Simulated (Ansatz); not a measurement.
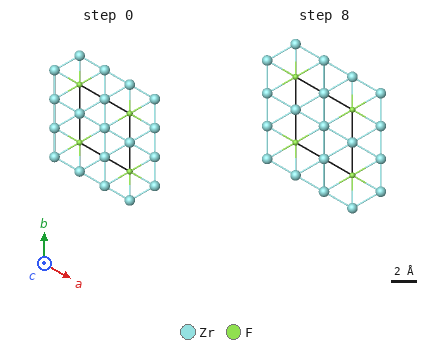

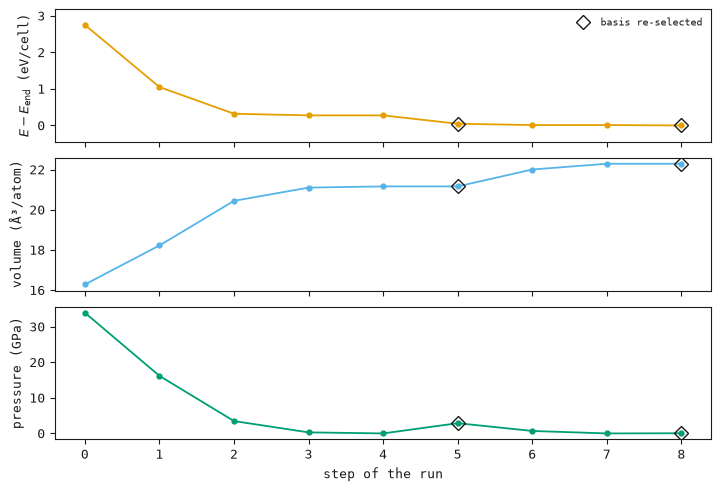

First and last geometry of a relaxation of crystalline Zr3F2 (a generated structure, set up in P6/mmm) (coarse preliminary run), with the history of the run. The picture is a ball-and-stick view of the cell of the calculation, seen along the c axis.

Theory: DFT PBE, scalar-relativistic, plane waves, PAW in Ansatz 0.2.0. (plane-wave cutoff 420 eV; k-point mesh 6 × 6 × 4; occupations gaussian; smearing width 0.1 eV; no spin polarisation; cell and atoms relaxed; force threshold 0.04 eV/Å; at most 70 steps)

Read the history and describe the run.

It converged. Over 6 accepted moves (8 points after the start) the energy falls by 2.753 eV per cell of the calculation. All forces vanish by symmetry, so only the cell relaxes. The pressure goes from 33.93 to 0.05 GPa. The SCF was repeated twice at an unchanged geometry on a basis and grid sized afresh for the cell, which shifted the energy by 0.229 eV per cell of the calculation at most. The atoms keep their places relative to the cell (all moves are under 0.005 Å). The volume changes by +36.9 %, with a = b 4.807 → 5.447 Å (+13.3 %), c 4.068 → 4.337 Å (+6.6 %). Near-neighbour distances that change, for instance: Zr–Zr 2.404 → 2.724 Å, F–Zr 2.404 → 2.724 Å. The space group stays P6/mmm (No. 191). Cost: 41 s on 1 thread of Arm Neoverse V1, on a shared host, peak memory 0.38 GiB.

```tsv
step	E − E(0), meV/atom	pressure, GPa	volume, Å³/atom	note
0	0.00	33.93	16.282	
1	-340.29	16.18	18.223	
2	-486.39	3.47	20.443	
3	-495.41	0.30	21.102	
4	-495.41	0.00	21.163	
5	-541.12	2.88	21.163	same geometry, new basis
6	-548.30	0.70	22.003	
7	-548.26	0.00	22.290	
8	-550.58	0.05	22.290	same geometry, new basis
```

Limits of the set-up: the k-point mesh is coarse for a cell with partly filled bands.
